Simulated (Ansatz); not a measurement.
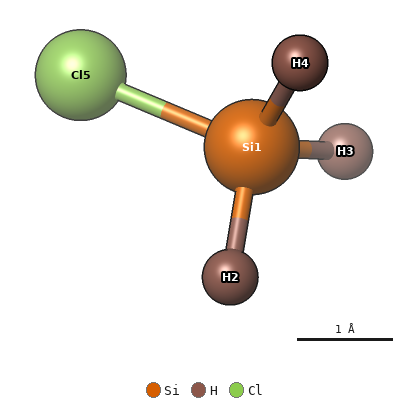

Figure 1. The structure as given in the input (ball-and-stick view, seen at a tilt; atoms are numbered from 1 in the order of the input).

## Nudged elastic band of SiH3Cl

SiH3Cl, computed with RKS B3LYP/def2-SVP (Ansatz 0.2.0).

One setting was made poor on purpose. It belongs to a series of runs on one base structure; here: band between the two ends. Figures and captions count atoms from 1; the log counts them from 0 in places.

**Log**
```
Engine: ansatz 0.2.0, x86_64-unknown-linux-gnu
Functional definition: B3LYP
  parameter a0 = 0.2
  parameter ax = 0.72
  parameter ac = 0.81
  exchange = (1 - a0 - ax)*slater_x + ax*b88_x + a0*exact_x
  correlation = (1 - ac)*vwn_rpa_c + ac*lyp_c
511 factors; integrals over basis functions are off by at most 1.1e-4 eV
mean field evaluation 1: about -20444.4028 eV, gradient 9.7e0 eV
mean field evaluation 2: about -20444.6210 eV, gradient 5.6e0 eV
mean field evaluation 4: about -20444.6927 eV, gradient 2.3e-1 eV
mean field evaluation 8: about -20444.6933 eV, gradient 7.4e-3 eV
mean field -20444.69333575 eV, -751.3286221779 hartree, gradient 8.4e-6 eV, S^2 0.000000; 0 other end points of the search recorded, 0 dependent functions left out
the calculation of the forces begins
reference -20444.69353436 eV, -751.3286294766 hartree; 17, 17 occupied and 34, 34 virtual orbitals, 511 factors
512 factors; integrals over basis functions are off by at most 1.4e-3 eV
mean field evaluation 16: about -20442.1523 eV, gradient 1.2e1 eV
mean field -20442.58334388 eV, -751.2510814070 hartree, gradient 4.2e-5 eV, S^2 0.000000; 0 other end points of the search recorded, 0 dependent functions left out
the calculation of the forces begins
reference -20442.58354618 eV, -751.2510888412 hartree; 17, 17 occupied and 34, 34 virtual orbitals, 512 factors
NEB end point (image 0): max|allowed force component| = 6.406e-3 eV/Å (the criterion of neb.relax_end_points is 1.000e-2)
NEB end point (image 2): max|allowed force component| = 1.378e-2 eV/Å (the criterion of neb.relax_end_points is 1.000e-2)
512 factors; integrals over basis functions are off by at most 1.3e-3 eV
mean field evaluation 32: about -20440.7757 eV, gradient 2.1e-1 eV
mean field -20440.77630937 eV, -751.1846741136 hartree, gradient 2.2e-5 eV, S^2 0.000000; 0 other end points of the search recorded, 0 dependent functions left out
the calculation of the forces begins
reference -20440.77650527 eV, -751.1846813126 hartree; 17, 17 occupied and 34, 34 virtual orbitals, 512 factors
NEB iter   1: max|band force component| = 2.016e0 eV/Å  barrier→ = 3.9170 eV  barrier← = 1.8070 eV  Δτ_max = 0.2000 Å  (68 SCF iters)
these checks for a lower state are left out or cut short: starts, cluster_reference, orbital_swaps, neighbouring_geometries, increment
513 factors; integrals over basis functions are off by at most 9.3e-4 eV
mean field -20441.74147561 eV, -751.2201433186 hartree, gradient 2.2e-5 eV, S^2 0.000000; 0 other end points of the search recorded, 0 dependent functions left out
the calculation of the forces begins
reference -20441.74167512 eV, -751.2201506505 hartree; 17, 17 occupied and 34, 34 virtual orbitals, 513 factors
NEB iter   2: max|band force component| = 2.239e0 eV/Å  barrier→ = 2.9519 eV  barrier← = 0.8419 eV  Δτ_max = 0.1837 Å  (26 SCF iters)
these checks for a lower state are left out or cut short: starts, cluster_reference, orbital_swaps, neighbouring_geometries, increment
513 factors; integrals over basis functions are off by at most 6.3e-4 eV
mean field -20442.21413255 eV, -751.2375131407 hartree, gradient 2.3e-5 eV, S^2 0.000000; 0 other end points of the search recorded, 0 dependent functions left out
the calculation of the forces begins
reference -20442.21433319 eV, -751.2375205142 hartree; 17, 17 occupied and 34, 34 virtual orbitals, 513 factors
NEB iter   3: max|band force component| = 6.273e-1 eV/Å  barrier→ = 2.4792 eV  barrier← = 0.3692 eV  Δτ_max = 0.0560 Å  (24 SCF iters)
these checks for a lower state are left out or cut short: starts, cluster_reference, orbital_swaps, neighbouring_geometries, increment
513 factors; integrals over basis functions are off by at most 6.1e-4 eV
mean field -20442.07421659 eV, -751.2323713242 hartree, gradient 4.7e-5 eV, S^2 0.000000; 0 other end points of the search recorded, 0 dependent functions left out
the calculation of the forces begins
reference -20442.07441803 eV, -751.2323787269 hartree; 17, 17 occupied and 34, 34 virtual orbitals, 513 factors
NEB iter   4: max|band force component| = 4.005e-1 eV/Å  barrier→ = 2.6191 eV  barrier← = 0.5091 eV  Δτ_max = 0.0264 Å  (22 SCF iters)
these checks for a lower state are left out or cut short: starts, cluster_reference, orbital_swaps, neighbouring_geometries, increment
513 factors; integrals over basis functions are off by at most 6.1e-4 eV
mean field evaluation 64: about -20442.0805 eV, gradient 1.3e-2 eV
mean field -20442.08047031 eV, -751.2326011442 hartree, gradient 2.9e-5 eV, S^2 0.000000; 0 other end points of the search recorded, 0 dependent functions left out
the calculation of the forces begins
reference -20442.08067184 eV, -751.2326085503 hartree; 17, 17 occupied and 34, 34 virtual orbitals, 513 factors
NEB iter   5: max|band force component| = 2.048e-1 eV/Å  barrier→ = 2.6129 eV  barrier← = 0.5029 eV  Δτ_max = 0.0175 Å  (22 SCF iters)
these checks for a lower state are left out or cut short: starts, cluster_reference, orbital_swaps, neighbouring_geometries, increment
513 factors; integrals over basis functions are off by at most 6.3e-4 eV
mean field -20442.08038200 eV, -751.2325978986 hartree, gradient 2.2e-5 eV, S^2 0.000000; 0 other end points of the search recorded, 0 dependent functions left out
the calculation of the forces begins
reference -20442.08058365 eV, -751.2326053094 hartree; 17, 17 occupied and 34, 34 virtual orbitals, 513 factors
NEB iter   6: max|band force component| = 5.663e-2 eV/Å  barrier→ = 2.6130 eV  barrier← = 0.5030 eV  Δτ_max = 0.0022 Å  (22 SCF iters)
these checks for a lower state are left out or cut short: starts, cluster_reference, orbital_swaps, neighbouring_geometries, increment
513 factors; integrals over basis functions are off by at most 6.4e-4 eV
mean field -20442.07983921 eV, -751.2325779517 hartree, gradient 4.9e-5 eV, S^2 0.000000; 0 other end points of the search recorded, 0 dependent functions left out
the calculation of the forces begins
reference -20442.08004090 eV, -751.2325853636 hartree; 17, 17 occupied and 34, 34 virtual orbitals, 513 factors
513 factors; integrals over basis functions are off by at most 6.4e-4 eV
mean field -20442.07983921 eV, -751.2325779517 hartree, gradient 4.9e-5 eV, S^2 0.000000; 1 other end points of the search recorded, 0 dependent functions left out
the calculation of the forces begins
reference -20442.08004090 eV, -751.2325853636 hartree; 17, 17 occupied and 34, 34 virtual orbitals, 513 factors
NEB iter   7: max|band force component| = 3.318e-2 eV/Å  barrier→ = 2.6135 eV  barrier← = 0.5035 eV  Δτ_max = 0.0000 Å  (41 SCF iters)
```

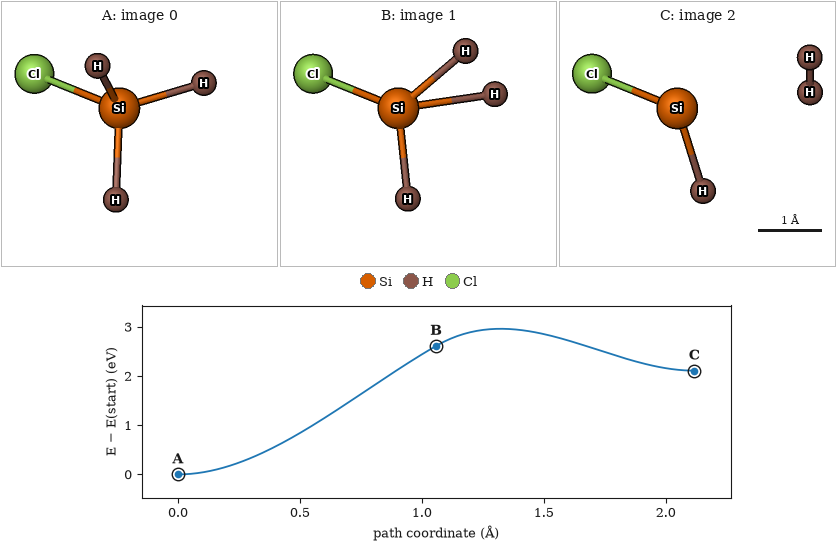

Figure 2. Images of the last band (counted from 0; ball-and-stick, seen at a tilt) above the energy along the path; the line is a cubic interpolation that uses the forces. The highest image is number 1, 2.613 eV above the start and 0.504 eV above the end; the end lies 2.110 eV above the start. The path is 2.12 Å long. The band converged in 7 iterations.

```
Total energy: -20442.08004090 eV, -751.2325853636 hartree
Atom 0 at     0.258530    -0.029253    -0.288812 Å, force     0.444807    -0.070634     1.968975 eV/Å
Atom 1 at     0.631316     0.132781     1.324898 Å, force    -1.293936    -0.208861    -0.061689 eV/Å
Atom 2 at     1.634373    -0.083845     0.381566 Å, force     0.044244    -0.111643    -1.686199 eV/Å
Atom 3 at    -0.652616     1.123971    -0.205060 Å, force     0.340445     0.381658    -0.295631 eV/Å
Atom 4 at    -0.980404    -1.690354    -0.581792 Å, force     0.464439     0.009480     0.074544 eV/Å
Dipole moment:     0.170522     0.192308    -0.066823 e Å
this run last wrote the band of iteration 7 to [file]
```

**The last band as extended XYZ (Å, eV, eV/Å)**
```
5
Properties=species:S:1:pos:R:3:forces:R:3 image=0 energy=-20444.69334
Si    0.2382   -0.0073    0.1686    0.0062  -0.0064   0.0044
H     0.2316   -0.0299    1.6552    0.0000   0.0021   0.0018
H     1.6377   -0.0299   -0.3329    0.0017   0.0021  -0.0006
H    -0.4578    1.2107   -0.3237   -0.0040   0.0029  -0.0028
Cl   -0.7586   -1.6903   -0.5364   -0.0039  -0.0007  -0.0028
5
Properties=species:S:1:pos:R:3:forces:R:3 image=1 energy=-20442.07984
Si    0.2585   -0.0293   -0.2888    0.4448  -0.0706   1.9690
H     0.6313    0.1328    1.3249   -1.2939  -0.2089  -0.0617
H     1.6344   -0.0838    0.3816    0.0442  -0.1116  -1.6862
H    -0.6526    1.1240   -0.2051    0.3404   0.3817  -0.2956
Cl   -0.9804   -1.6904   -0.5818    0.4644   0.0095   0.0745
5
Properties=species:S:1:pos:R:3:forces:R:3 image=2 energy=-20442.58334
Si    0.0402    0.0376   -0.9964   -0.0044  -0.0057   0.0091
H     1.0838    0.1773    1.4097    0.0063  -0.0035  -0.0138
H     1.6332   -0.0260    0.9150   -0.0022   0.0022   0.0111
H    -0.7644    0.9637   -0.0719   -0.0026   0.0053  -0.0027
Cl   -1.1017   -1.6993   -0.6256    0.0028   0.0017  -0.0037
```

The run was set up as follows.

**Input file**
```yaml
crystal:
  periodic: [false, false, false]
  atoms:
    - { symbol: Si, position_ang: [0.238212, -0.00726, 0.168572] }
    - { symbol: H, position_ang: [0.231642, -0.029888, 1.655201] }
    - { symbol: H, position_ang: [1.637712, -0.029914, -0.332935] }
    - { symbol: H, position_ang: [-0.457767, 1.210657, -0.32366] }
    - { symbol: Cl, position_ang: [-0.7586, -1.690295, -0.536378] }
basis:
  gaussian: { orbitals: def2-SVP }
hamiltonian:
  xc: b3lyp
neb:
  order_check: false
  images: 1
  f_tol: 0.05
  max_iterations: 60
  climbing: false
  final_atoms:
    - { symbol: Si, position_ang: [0.04018121, 0.03757517, -0.9964171] }
    - { symbol: H, position_ang: [1.08383331, 0.17734793, 1.40974898] }
    - { symbol: H, position_ang: [1.63324913, -0.02604533, 0.91503589] }
    - { symbol: H, position_ang: [-0.76435187, 0.96373301, -0.07194854] }
    - { symbol: Cl, position_ang: [-1.10171278, -1.69931078, -0.62561923] }
  initial_path:
    images:
      - { positions_ang: [[0.238212, -0.00726, 0.168572], [0.231642, -0.029888, 1.655201], [1.637712, -0.029914, -0.332935], [-0.457767, 1.210657, -0.32366], [-0.7586, -1.690295, -0.536378]] }
      - { positions_ang: [[-0.00015094, -0.00036705, -0.00010449], [0.99925666, 0.00228894, 1.32528712], [1.5825508, 0.00229082, 0.50078297], [-0.68948887, 1.1896162, -0.48745318], [-1.00096865, -1.7405289, -0.70771242]] }
      - { positions_ang: [[0.04018121, 0.03757517, -0.9964171], [1.08383331, 0.17734793, 1.40974898], [1.63324913, -0.02604533, 0.91503589], [-0.76435187, 0.96373301, -0.07194854], [-1.10171278, -1.69931078, -0.62561923]] }
```

Launched with:
```bash
ansatz run input.yaml --threads 1 --pin off --max-ram 2048MiB --backend cpu --events-out ev --progress --plain --runs-dir out
```

**Summary**

| quantity | value |
| --- | --- |
| outcome | converged |
| barrier, forward | 2.614 eV |
| barrier, backward | 0.503 eV |
| hardware | 1 thread of Intel Xeon (Sapphire Rapids), 192 GiB of memory available, shared host |
| wall time | 7.8 s |
| peak memory | 0.12 GiB |

**Remarks**

A deliberately poor setting: few images. The order of the saddle point was not checked.
